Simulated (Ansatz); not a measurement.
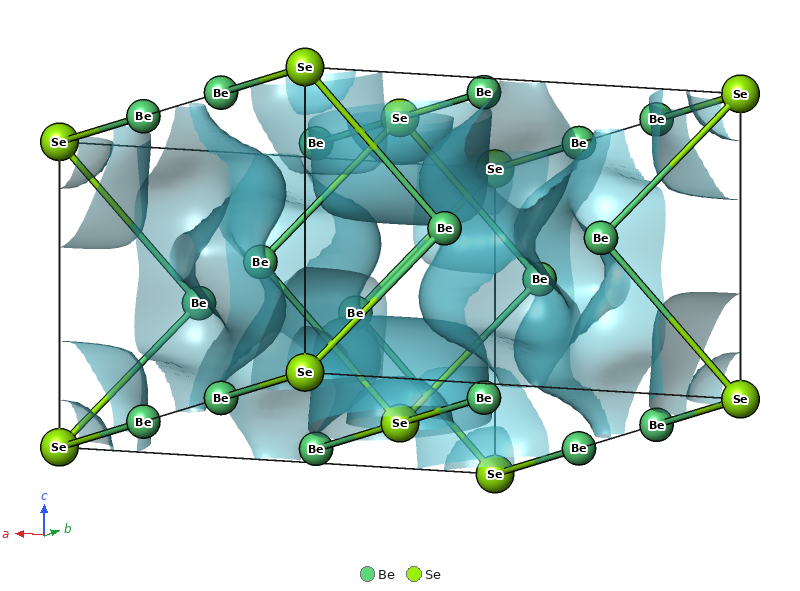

Figure 1: Be4Se. Isosurface of the electron localisation function at 0.65 (cyan), seen at an oblique angle. Only the valence region is drawn (cores and ρ < 0.01 e/Å³ removed). Sticks mark near contacts.

Space group Cmmm; a structure generated by program, which may or may not match a known phase.

Method: DFT PBE, scalar-relativistic, plane waves, PAW (Ansatz).

In a PAW calculation such maps are meaningful between the atoms, not at the nuclei.

**Describe the localisation domains.**

At this value the surface marks out two regions wrapped around Se (the valence shell of each) and channels that run through the cell in one direction, counted in one cell of 10 atoms. Regions shared between cells count once. Along the contacts the grid gives the following. Be–Se (2.30 Å): the ELF is about 0.80 at the midpoint. Be–Se (2.44 Å): the ELF is about 0.70 at the midpoint.
